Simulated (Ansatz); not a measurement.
# F2HOSSi radical: one species, many methods

Aim: compute F2HOSSi radical with functionals from several rungs and with coupled cluster. The yardstick is the atomisation energy at the CCSD(T) limit.

Computed with Ansatz 0.2.0, Gaussian basis. Level: functionals in def2-TZVPP, the program's frozen cores in correlated methods.

Levels to be run: LDA (SPW92), PBE-D4, revPBE-D4, BLYP-D4, r2SCAN-D4, B97M-V, PBE0-D4, B3LYP-D4, r2SCANh-D4, r2SCAN0-D4, HSE06-D4, BHLYP-D4, CAM-B3LYP-D4, LC-ωPBE, ωB97X-V, ωB97M-V, B2PLYP, PBE-QIDH; CCSD(T)/def2-SVP; CCSD(T)/def2-TZVPP; MP2/def2-QZVPP; extrapolation to the limit; RPA on PBE.

### Step 1. The geometry

An earlier PBE0-D4 in a triple-zeta def2 set relaxation fixed the geometry.

6 atoms, charge 0, spin multiplicity 2.

Atoms are counted from 1 here; the program's logs count them from 0.

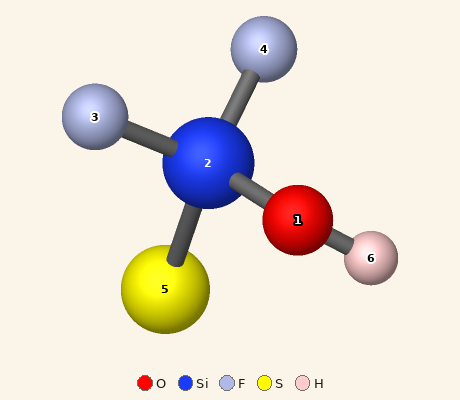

The structure; oxygen red, silicon blue, fluorine light blue, sulfur yellow, hydrogen pink; atoms are numbered from 1 in the order of the file.

Coordinates:

```xyz
6
charge 0, multiplicity 2
O    -0.6562    0.0761    1.1253
Si    0.3294   -0.1138   -0.1400
F     1.7784   -0.1972    0.4689
F     0.0852   -1.4681   -0.9175
S     0.0976    1.4374   -1.5431
H    -1.5922    0.2018    0.9602
```

### Step 2. LDA

This LDA is Slater exchange with PW92 correlation.

in.yaml reads:

```yaml
crystal:
  periodic: [false, false, false]
  atoms:
    - {symbol: O, position_ang: [-0.656246, 0.076057, 1.125347]}
    - {symbol: Si, position_ang: [0.329441, -0.113839, -0.139954]}
    - {symbol: F, position_ang: [1.778356, -0.197244, 0.468863]}
    - {symbol: F, position_ang: [0.085155, -1.468126, -0.917473]}
    - {symbol: S, position_ang: [0.097609, 1.437354, -1.543072]}
    - {symbol: H, position_ang: [-1.592215, 0.201798, 0.960189]}
basis:
  gaussian: {orbitals: def2-TZVPP}
magnetization: {spin_polarized: true, initial_magnetization: 1}
hamiltonian: {xc: lda}
output: {orbitals: {seedname: orbitals}}
```

On the command line:

```sh
$ ansatz run in.yaml --threads 4 --pin off --events-out ev --progress --plain --max-ram 10444MiB
```

The log of the run:

```text
Functional definition: SPW92
  name "SPW92"
  cite "Dirac, Proc. Camb. Phil. Soc. 26, 376 (1930) doi:10.1017/S0305004100016108"
  cite "Slater, Phys. Rev. 81, 385 (1951) doi:10.1103/PhysRev.81.385"
  cite "Perdew & Wang, Phys. Rev. B 45, 13244 (1992) doi:10.1103/PhysRevB.45.13244"
  exchange = slater_x
  correlation = pw_c
1094 factors; their error is unknown
mean field evaluation 1: about -26093.1846 eV, gradient 5.2e1 eV
mean field evaluation 2: about -26039.6594 eV, gradient 1.2e2 eV
mean field evaluation 4: about -26101.0177 eV, gradient 9.3e0 eV
mean field evaluation 8: about -26101.2803 eV, gradient 7.4e-1 eV
mean field evaluation 16: about -26101.2653 eV, gradient 6.3e-2 eV
mean field evaluation 32: about -26101.1267 eV, gradient 3.6e0 eV
mean field -26101.26533589 eV, -959.2038090208 hartree, gradient 6.9e-6 eV, S^2 0.751809; 4 other end points of the search recorded, 0 dependent functions left out
reference -26101.26536591 eV, -959.2038101239 hartree; 29, 28 occupied and 162, 163 virtual orbitals, 1094 factors
Total energy: -26101.26536591 eV, -959.2038101239 hartree
```

It took 2.9 s on 4 threads of Arm Neoverse V2, shared host; peak memory 0.44 GiB.

With the free atoms at this level, -26072.127 eV in sum, the atomisation energy is 2811.4 kJ/mol. HOMO -6.90 eV, LUMO -6.80 eV.

### Step 3. PBE-D4 (GGA)

Edit in.yaml of step 2 so:

```diff
@@ -12,3 +12,3 @@
 magnetization: {spin_polarized: true, initial_magnetization: 1}
-hamiltonian: {xc: lda}
-output: {orbitals: {seedname: orbitals}}
+hamiltonian: {xc: pbe, dispersion: d4}
+output: {forces: true, orbitals: {seedname: orbitals}}
```

The command is unchanged.

The log of the run, cut to the lines that bear on the results:

```text
Functional definition: PBE
  name "PBE"
  cite "Perdew, Burke & Ernzerhof, Phys. Rev. Lett. 77, 3865 (1996) doi:10.1103/PhysRevLett.77.3865"
  parent pbe
[...]
1094 factors; their error is unknown
[...]
mean field -26202.91356374 eV, -962.9393124948 hartree, gradient 2.4e-7 eV, S^2 0.753593; 3 other end points of the search recorded, 0 dependent functions left out
[...]
reference -26202.91359667 eV, -962.9393137047 hartree; 29, 28 occupied and 162, 163 virtual orbitals, 1094 factors
Total energy: -26203.06778910 eV, -962.9449801723 hartree
Atom 0 at    -0.656246     0.076057     1.125347 Å, force     0.021881     0.053617     0.615436 eV/Å
Atom 1 at     0.329441    -0.113839    -0.139954 Å, force    -0.080614     0.447695    -0.421179 eV/Å
Atom 2 at     1.778356    -0.197244     0.468863 Å, force     0.661324    -0.048733     0.314686 eV/Å
Atom 3 at     0.085155    -1.468126    -0.917473 Å, force    -0.113821    -0.653148    -0.349986 eV/Å
Atom 4 at     0.097609     1.437354    -1.543072 Å, force    -0.046210     0.142680    -0.084929 eV/Å
Atom 5 at    -1.592215     0.201798     0.960189 Å, force    -0.442560     0.057889    -0.074028 eV/Å
Dipole moment:    -0.423361     0.134444     0.006762 e Å
```

Run time: 8 s. Hardware: 4 threads of Arm Neoverse V2, shared host; peak memory 0.46 GiB.

With the free atoms at this level, -26177.593 eV in sum, the atomisation energy is 2458.0 kJ/mol. HOMO -6.79 eV, LUMO -6.30 eV.

### Step 4. revPBE-D4 (GGA)

Edit in.yaml of step 3 so:

```diff
@@ -12,3 +12,3 @@
 magnetization: {spin_polarized: true, initial_magnetization: 1}
-hamiltonian: {xc: pbe, dispersion: d4}
-output: {forces: true, orbitals: {seedname: orbitals}}
+hamiltonian: {xc: {name: revPBE}, dispersion: d4}
+output: {orbitals: {seedname: orbitals}}
```

Same command.

The log of the run:

```text
Functional definition: revPBE
  name "revPBE"
  cite "Zhang & Yang, Phys. Rev. Lett. 80, 890 (1998) doi:10.1103/PhysRevLett.80.890"
  cite "Perdew, Burke & Ernzerhof, Phys. Rev. Lett. 77, 3865 (1996) doi:10.1103/PhysRevLett.77.3865"
  parameter kappa = 1.245
  parameter beta = 0.06672455060314922
  exchange = pbe_x(kappa = kappa, mu = beta*pi^2/3)
  correlation = pbe_c(beta = beta)
1094 factors; their error is unknown
mean field evaluation 1: about -26204.2280 eV, gradient 5.3e1 eV
mean field evaluation 2: about -26153.2764 eV, gradient 1.2e2 eV
mean field evaluation 4: about -26212.2874 eV, gradient 8.1e0 eV
mean field evaluation 8: about -26212.4778 eV, gradient 2.1e-1 eV
mean field evaluation 16: about -26212.4612 eV, gradient 2.5e-2 eV
mean field evaluation 32: about -26212.4613 eV, gradient 1.7e-5 eV
mean field -26212.46126460 eV, -963.2901840297 hartree, gradient 7.6e-6 eV, S^2 0.753990; 3 other end points of the search recorded, 0 dependent functions left out
reference -26212.46130585 eV, -963.2901855455 hartree; 29, 28 occupied and 162, 163 virtual orbitals, 1094 factors
Total energy: -26212.91066137 eV, -963.3066990565 hartree
```

Wall time 6.5 s (4 threads of Arm Neoverse V2, shared host); peak memory 0.45 GiB.

With the free atoms at this level, -26188.294 eV in sum, the atomisation energy is 2375.2 kJ/mol. HOMO -6.73 eV, LUMO -6.17 eV.

### Step 5. BLYP-D4 (GGA)

Edit in.yaml of step 4 so:

```diff
@@ -12,3 +12,3 @@
 magnetization: {spin_polarized: true, initial_magnetization: 1}
-hamiltonian: {xc: {name: revPBE}, dispersion: d4}
+hamiltonian: {xc: {name: BLYP}, dispersion: d4}
 output: {orbitals: {seedname: orbitals}}
```

Same command.

The log of the run:

```text
Functional definition: BLYP
  name "BLYP"
  cite "Becke, Phys. Rev. A 38, 3098 (1988) doi:10.1103/PhysRevA.38.3098"
  cite "Lee, Yang & Parr, Phys. Rev. B 37, 785 (1988) doi:10.1103/PhysRevB.37.785"
  parameter beta = 0.0042
  parameter a = 0.04918
  parameter b = 0.132
  parameter c = 0.2533
  parameter d = 0.349
  exchange = b88_x(beta = beta)
  correlation = lyp_c(a = a, b = b, c = c, d = d)
1094 factors; their error is unknown
mean field evaluation 1: about -26208.7001 eV, gradient 5.7e1 eV
mean field evaluation 2: about -26149.8882 eV, gradient 1.3e2 eV
mean field evaluation 4: about -26218.0053 eV, gradient 9.3e0 eV
mean field evaluation 8: about -26218.2519 eV, gradient 2.3e-1 eV
mean field evaluation 16: about -26218.2354 eV, gradient 1.7e-2 eV
mean field evaluation 32: about -26217.8975 eV, gradient 5.8e0 eV
mean field -26218.23536099 eV, -963.5023781582 hartree, gradient 6.1e-6 eV, S^2 0.752946; 3 other end points of the search recorded, 0 dependent functions left out
reference -26218.23565387 eV, -963.5023889215 hartree; 29, 28 occupied and 162, 163 virtual orbitals, 1094 factors
Total energy: -26218.57821791 eV, -963.5149779175 hartree
```

Run time: 6.5 s. Hardware: 4 threads of Arm Neoverse V2, shared host; peak memory 0.46 GiB.

With the free atoms at this level, -26193.627 eV in sum, the atomisation energy is 2407.4 kJ/mol. HOMO -6.63 eV, LUMO -6.25 eV.

### Step 6. r2SCAN-D4 (meta-GGA)

Edit in.yaml of step 5 so:

```diff
@@ -12,3 +12,3 @@
 magnetization: {spin_polarized: true, initial_magnetization: 1}
-hamiltonian: {xc: {name: BLYP}, dispersion: d4}
-output: {orbitals: {seedname: orbitals}}
+hamiltonian: {xc: r2scan, dispersion: d4}
+output: {forces: true, orbitals: {seedname: orbitals}}
```

Same command.

The log of the run, cut to the lines that bear on the results:

```text
Functional definition: r2SCAN
  name "r2SCAN"
  cite "Furness, Kaplan, Ning, Perdew & Sun, J. Phys. Chem. Lett. 11, 8208 (2020) doi:10.1021/acs.jpclett.0c02405"
  cite "Furness, Kaplan, Ning, Perdew & Sun, J. Phys. Chem. Lett. 11, 9248 (2020) doi:10.1021/acs.jpclett.0c03077"
  parent r2scan
[...]
1094 factors; their error is unknown
[...]
mean field -26214.49626006 eV, -963.3649687336 hartree, gradient 7.5e-6 eV, S^2 0.757029; 3 other end points of the search recorded, 0 dependent functions left out
[...]
reference -26214.49627042 eV, -963.3649691141 hartree; 29, 28 occupied and 162, 163 virtual orbitals, 1094 factors
Total energy: -26214.53061035 eV, -963.3662310835 hartree
Atom 0 at    -0.656246     0.076057     1.125347 Å, force    -0.030865     0.018250     0.087367 eV/Å
Atom 1 at     0.329441    -0.113839    -0.139954 Å, force     0.012840     0.082407    -0.127870 eV/Å
Atom 2 at     1.778356    -0.197244     0.468863 Å, force     0.061577    -0.021066     0.049973 eV/Å
Atom 3 at     0.085155    -1.468126    -0.917473 Å, force    -0.002669    -0.081651    -0.029087 eV/Å
Atom 4 at     0.097609     1.437354    -1.543072 Å, force    -0.012996    -0.002260     0.019155 eV/Å
Atom 5 at    -1.592215     0.201798     0.960189 Å, force    -0.027887     0.004320     0.000461 eV/Å
Dipole moment:    -0.426925     0.143849    -0.005527 e Å
```

Wall time 17 s (4 threads of Arm Neoverse V2, shared host); peak memory 0.51 GiB.

With the free atoms at this level, -26189.294 eV in sum, the atomisation energy is 2435.0 kJ/mol. HOMO -7.12 eV, LUMO -5.94 eV.

### Step 7. B97M-V (meta-GGA)

Edit in.yaml of step 6 so:

```diff
@@ -12,3 +12,3 @@
 magnetization: {spin_polarized: true, initial_magnetization: 1}
-hamiltonian: {xc: r2scan, dispersion: d4}
-output: {forces: true, orbitals: {seedname: orbitals}}
+hamiltonian: {xc: {name: B97M-V}}
+output: {orbitals: {seedname: orbitals}}
```

Same command.

The log of the run, cut to the lines that bear on the results:

```text
Functional definition: B97M-V
  name "B97M-V"
  cite "Mardirossian & Head-Gordon, J. Chem. Phys. 142, 074111 (2015) doi:10.1063/1.4907719"
  cite "Becke, J. Chem. Phys. 107, 8554 (1997) doi:10.1063/1.475007"
  cite "Vydrov & Van Voorhis, J. Chem. Phys. 133, 244103 (2010) doi:10.1063/1.3521275"
  # Of w^i u^j: cxij and so on, Table III.
[...]
  gx(w, u) = cx00 + cx01*u + cx02*u^2 + (cx10 + cx11*u)*w
  gss(w, u) = css00 + css02*u^2 + css10*w + (css32*w^3 + css42*w^4)*u^2
  gos(w, u) = cos00 + cos01*u + cos03*u^3 + cos10*w + cos32*w^3*u^2
[...]
      + integral(e_c_pw_mod_opposite_spin*gos(b97_w_opposite, b97_u_opposite)) + vv10(b, c)
1094 factors; their error is unknown
[...]
mean field -26211.60460629 eV, -963.2587024175 hartree, gradient 9.1e-6 eV, S^2 0.754833; 3 other end points of the search recorded, 0 dependent functions left out
reference -26211.60465473 eV, -963.2587041976 hartree; 29, 28 occupied and 162, 163 virtual orbitals, 1094 factors
Total energy: -26211.60465473 eV, -963.2587041976 hartree
```

Run time: 27 s. Hardware: 4 threads of Arm Neoverse V2, shared host; peak memory 0.63 GiB.

With the free atoms at this level, -26186.422 eV in sum, the atomisation energy is 2429.7 kJ/mol. HOMO -7.16 eV, LUMO -6.12 eV.

### Step 8. PBE0-D4 (hybrid)

Edit in.yaml of step 7 so:

```diff
@@ -12,3 +12,3 @@
 magnetization: {spin_polarized: true, initial_magnetization: 1}
-hamiltonian: {xc: {name: B97M-V}}
+hamiltonian: {xc: pbe0, dispersion: d4}
 output: {orbitals: {seedname: orbitals}}
```

Same command.

The log of the run:

```text
Functional definition: PBE0
  name "PBE0"
  cite "Adamo & Barone, J. Chem. Phys. 110, 6158 (1999) doi:10.1063/1.478522"
  cite "Perdew, Burke & Ernzerhof, Phys. Rev. Lett. 77, 3865 (1996) doi:10.1103/PhysRevLett.77.3865"
  parent pbe
  parameter a = 0.25
  parameter kappa = 0.804
  parameter beta = 0.06672455060314922
  exchange = (1 - a)*pbe_x(kappa = kappa, mu = beta*pi^2/3) + a*exact_x
  correlation = pbe_c(beta = beta)
1128 factors; their error is unknown
mean field evaluation 1: about -26198.4296 eV, gradient 4.6e1 eV
mean field evaluation 2: about -26178.4487 eV, gradient 8.2e1 eV
mean field evaluation 4: about -26204.4162 eV, gradient 4.5e0 eV
mean field evaluation 8: about -26204.4850 eV, gradient 1.9e-1 eV
mean field evaluation 16: about -26204.5388 eV, gradient 2.2e-2 eV
mean field evaluation 32: about -26204.5390 eV, gradient 2.5e-5 eV
mean field -26204.53896727 eV, -962.9990449726 hartree, gradient 8.4e-6 eV, S^2 0.755000; 2 other end points of the search recorded, 0 dependent functions left out
reference -26204.53899098 eV, -962.9990458439 hartree; 29, 28 occupied and 162, 163 virtual orbitals, 1128 factors
Total energy: -26204.66825534 eV, -963.0037962218 hartree
```

Wall time 9.5 s (4 threads of Arm Neoverse V2, shared host); peak memory 0.84 GiB.

Atomisation energy: 2385.5 kJ/mol (free atoms -26179.944 eV, run apart). HOMO -8.14 eV, LUMO -5.18 eV.

### Step 9. B3LYP-D4 (hybrid)

B3LYP here takes the VWN-RPA correlation.

Edit in.yaml of step 8 so:

```diff
@@ -12,3 +12,3 @@
 magnetization: {spin_polarized: true, initial_magnetization: 1}
-hamiltonian: {xc: pbe0, dispersion: d4}
-output: {orbitals: {seedname: orbitals}}
+hamiltonian: {xc: {name: B3LYP}, dispersion: d4}
+output: {forces: true, orbitals: {seedname: orbitals}}
```

Same command.

The log of the run, cut to the lines that bear on the results:

```text
Functional definition: B3LYP
  name "B3LYP"
  cite "Stephens, Devlin, Chabalowski & Frisch, J. Phys. Chem. 98, 11623 (1994) doi:10.1021/j100096a001"
  cite "Becke, Phys. Rev. A 38, 3098 (1988) doi:10.1103/PhysRevA.38.3098"
  cite "Lee, Yang & Parr, Phys. Rev. B 37, 785 (1988) doi:10.1103/PhysRevB.37.785"
  cite "Vosko, Wilk & Nusair, Can. J. Phys. 58, 1200 (1980) doi:10.1139/p80-159"
[...]
1109 factors; their error is unknown
[...]
mean field -26219.90917195 eV, -963.5638895764 hartree, gradient 3.5e-7 eV, S^2 0.753781; 2 other end points of the search recorded, 0 dependent functions left out
[...]
reference -26219.90938615 eV, -963.5638974479 hartree; 29, 28 occupied and 162, 163 virtual orbitals, 1109 factors
Total energy: -26220.16226632 eV, -963.5731906228 hartree
Atom 0 at    -0.656246     0.076057     1.125347 Å, force    -0.120089     0.019358     0.105290 eV/Å
Atom 1 at     0.329441    -0.113839    -0.139954 Å, force    -0.000821     0.075531    -0.039706 eV/Å
Atom 2 at     1.778356    -0.197244     0.468863 Å, force     0.220886    -0.017180     0.093797 eV/Å
Atom 3 at     0.085155    -1.468126    -0.917473 Å, force    -0.037091    -0.211024    -0.103712 eV/Å
Atom 4 at     0.097609     1.437354    -1.543072 Å, force    -0.018747     0.126997    -0.103747 eV/Å
Atom 5 at    -1.592215     0.201798     0.960189 Å, force    -0.044137     0.006319     0.048079 eV/Å
Dipole moment:    -0.429109     0.165539    -0.027990 e Å
```

Wall time 13 s (4 threads of Arm Neoverse V2, shared host); peak memory 0.83 GiB.

With the free atoms at this level, -26195.400 eV in sum, the atomisation energy is 2389.2 kJ/mol. HOMO -7.88 eV, LUMO -5.57 eV.

### Step 10. r2SCANh-D4 (hybrid)

Edit in.yaml of step 9 so:

```diff
@@ -12,3 +12,3 @@
 magnetization: {spin_polarized: true, initial_magnetization: 1}
-hamiltonian: {xc: {name: B3LYP}, dispersion: d4}
-output: {forces: true, orbitals: {seedname: orbitals}}
+hamiltonian: {xc: {name: r2SCANh}, dispersion: d4}
+output: {orbitals: {seedname: orbitals}}
```

Same command.

The log of the run, cut to the lines that bear on the results:

```text
Functional definition: r2SCANh
  name "r2SCANh"
  cite "Bursch, Neugebauer, Ehlert & Grimme, J. Chem. Phys. 156, 134105 (2022) doi:10.1063/5.0086040"
  cite "Furness, Kaplan, Ning, Perdew & Sun, J. Phys. Chem. Lett. 11, 8208 (2020) doi:10.1021/acs.jpclett.0c02405"
  cite "Furness, Kaplan, Ning, Perdew & Sun, J. Phys. Chem. Lett. 11, 9248 (2020) doi:10.1021/acs.jpclett.0c03077"
  parent r2scan
[...]
1094 factors; their error is unknown
[...]
mean field -26213.99308209 eV, -963.3464772843 hartree, gradient 7.7e-6 eV, S^2 0.757290; 2 other end points of the search recorded, 0 dependent functions left out
reference -26213.99309146 eV, -963.3464776283 hartree; 29, 28 occupied and 162, 163 virtual orbitals, 1094 factors
Total energy: -26214.03007885 eV, -963.3478368898 hartree
```

Wall time 18 s (4 threads of Arm Neoverse V2, shared host); peak memory 0.89 GiB.

With the free atoms at this level, -26189.097 eV in sum, the atomisation energy is 2405.7 kJ/mol. HOMO -7.62 eV, LUMO -5.53 eV.

### Step 11. r2SCAN0-D4 (hybrid)

Edit in.yaml of step 10 so:

```diff
@@ -12,3 +12,3 @@
 magnetization: {spin_polarized: true, initial_magnetization: 1}
-hamiltonian: {xc: {name: r2SCANh}, dispersion: d4}
+hamiltonian: {xc: {name: r2SCAN0}, dispersion: d4}
 output: {orbitals: {seedname: orbitals}}
```

Launched as before.

The log of the run, cut to the lines that bear on the results:

```text
Functional definition: r2SCAN0
  name "r2SCAN0"
  cite "Bursch, Neugebauer, Ehlert & Grimme, J. Chem. Phys. 156, 134105 (2022) doi:10.1063/5.0086040"
  cite "Furness, Kaplan, Ning, Perdew & Sun, J. Phys. Chem. Lett. 11, 8208 (2020) doi:10.1021/acs.jpclett.0c02405"
  cite "Furness, Kaplan, Ning, Perdew & Sun, J. Phys. Chem. Lett. 11, 9248 (2020) doi:10.1021/acs.jpclett.0c03077"
  parent r2scan
[...]
1128 factors; their error is unknown
[...]
mean field -26213.27508886 eV, -963.3200915197 hartree, gradient 5.4e-6 eV, S^2 0.757644; 2 other end points of the search recorded, 0 dependent functions left out
reference -26213.27509678 eV, -963.3200918106 hartree; 29, 28 occupied and 162, 163 virtual orbitals, 1128 factors
Total energy: -26213.31637606 eV, -963.3216087963 hartree
```

It took 19 s on 4 threads of Arm Neoverse V2, shared host; peak memory 0.9 GiB.

Atomisation energy: 2363.7 kJ/mol (free atoms -26188.818 eV, run apart). HOMO -8.35 eV, LUMO -4.91 eV.

### Step 12. HSE06-D4 (hybrid)

HSE06 is the plane-wave form, built on full-range PBE exchange.

Edit in.yaml of step 11 so:

```diff
@@ -12,3 +12,3 @@
 magnetization: {spin_polarized: true, initial_magnetization: 1}
-hamiltonian: {xc: {name: r2SCAN0}, dispersion: d4}
+hamiltonian: {xc: hse06, dispersion: d4}
 output: {orbitals: {seedname: orbitals}}
```

Launched as before.

The log of the run, cut to the lines that bear on the results:

```text
Functional definition: HSE06
  name "HSE06"
  cite "Heyd, Scuseria & Ernzerhof, J. Chem. Phys. 118, 8207 (2003) doi:10.1063/1.1564060"
  cite "Krukau, Vydrov, Izmaylov & Scuseria, J. Chem. Phys. 125, 224106 (2006) doi:10.1063/1.2404663"
  cite "Heyd & Scuseria, J. Chem. Phys. 120, 7274 (2004) doi:10.1063/1.1668634"
  cite "Ernzerhof & Perdew, J. Chem. Phys. 109, 3313 (1998) doi:10.1063/1.476928"
  cite "Perdew, Burke & Ernzerhof, Phys. Rev. Lett. 77, 3865 (1996) doi:10.1103/PhysRevLett.77.3865"
  parent pbe
[...]
  # The whole range is PBE's own exchange, as in plane waves. The composition of these papers is wPBEh.
[...]
1128 factors; their error is unknown
73 factors; integrals over basis functions are off by at most 3.7e-7 eV
[...]
mean field -26203.86681907 eV, -962.9743439820 hartree, gradient 3.0e-6 eV, S^2 0.754988; 2 other end points of the search recorded, 0 dependent functions left out
reference -26203.86685068 eV, -962.9743451437 hartree; 29, 28 occupied and 162, 163 virtual orbitals, 1128 factors
Total energy: -26203.98765170 eV, -962.9787844991 hartree
```

Run time: 9.5 s. Hardware: 4 threads of Arm Neoverse V2, shared host; peak memory 0.87 GiB.

With the free atoms at this level, -26179.244 eV in sum, the atomisation energy is 2387.4 kJ/mol. HOMO -7.73 eV, LUMO -5.58 eV.

### Step 13. BHLYP-D4 (hybrid)

Edit in.yaml of step 12 so:

```diff
@@ -12,3 +12,3 @@
 magnetization: {spin_polarized: true, initial_magnetization: 1}
-hamiltonian: {xc: hse06, dispersion: d4}
+hamiltonian: {xc: {name: BHLYP}, dispersion: d4}
 output: {orbitals: {seedname: orbitals}}
```

Launched as before.

The log of the run:

```text
Functional definition: BHLYP
  name "BHLYP"
  cite "Becke, J. Chem. Phys. 98, 1372 (1993) doi:10.1063/1.464304"
  cite "Becke, Phys. Rev. A 38, 3098 (1988) doi:10.1103/PhysRevA.38.3098"
  cite "Lee, Yang & Parr, Phys. Rev. B 37, 785 (1988) doi:10.1103/PhysRevB.37.785"
  parameter a = 0.5
  exchange = (1 - a)*b88_x + a*exact_x
  correlation = lyp_c
1231 factors; their error is unknown
mean field evaluation 1: about -26210.9484 eV, gradient 4.2e1 eV
mean field evaluation 2: about -26208.7737 eV, gradient 5.0e1 eV
mean field evaluation 4: about -26216.1221 eV, gradient 1.8e0 eV
mean field evaluation 8: about -26216.1332 eV, gradient 3.2e-2 eV
mean field evaluation 16: about -26216.2587 eV, gradient 6.6e-3 eV
mean field evaluation 32: about -26216.2587 eV, gradient 1.9e-5 eV
mean field -26216.25871424 eV, -963.4297377300 hartree, gradient 8.6e-6 eV, S^2 0.755465; 2 other end points of the search recorded, 0 dependent functions left out
reference -26216.25885645 eV, -963.4297429559 hartree; 29, 28 occupied and 162, 163 virtual orbitals, 1231 factors
Total energy: -26216.46070089 eV, -963.4371606026 hartree
```

Run time: 10 s. Hardware: 4 threads of Arm Neoverse V2, shared host; peak memory 0.86 GiB.

With the free atoms at this level, -26192.674 eV in sum, the atomisation energy is 2295.1 kJ/mol. HOMO -9.32 eV, LUMO -4.06 eV.

[end of part 1 of 2]
